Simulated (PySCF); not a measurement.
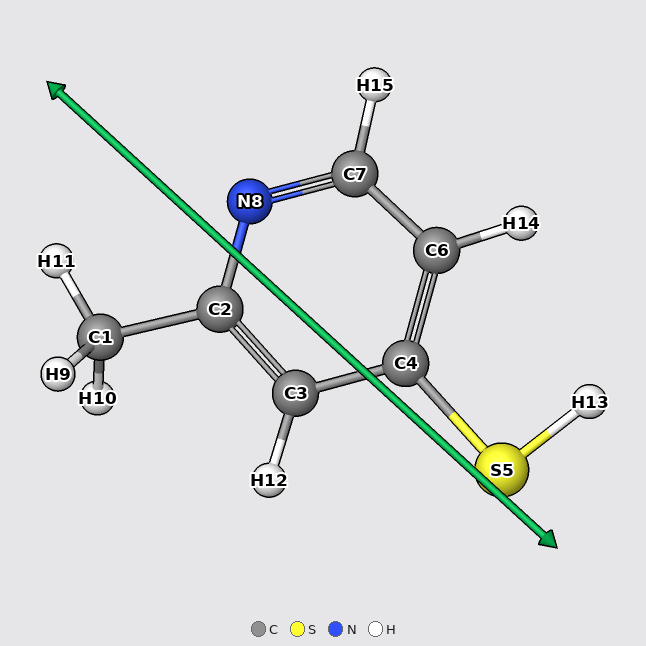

The double arrow shows the direction of the transition dipole to excited singlet state 5 (its length means nothing). Computed geometry: GFN2-xTB optimisation. No frequency run is at hand to confirm it as a minimum. Properties computed with TDDFT B3LYP/def2-SVPD, vertical, gas phase, core orbitals frozen in the response (PySCF 2.14.0).

**How is the transition polarised?**

Nearly parallel to the C6–C7 bond.

**Where does the transition lie, and how strong is it?**

5.31 eV (234 nm), oscillator strength 0.18, mainly HOMO → LUMO (weight 0.74); transition dipole 3.02 D.
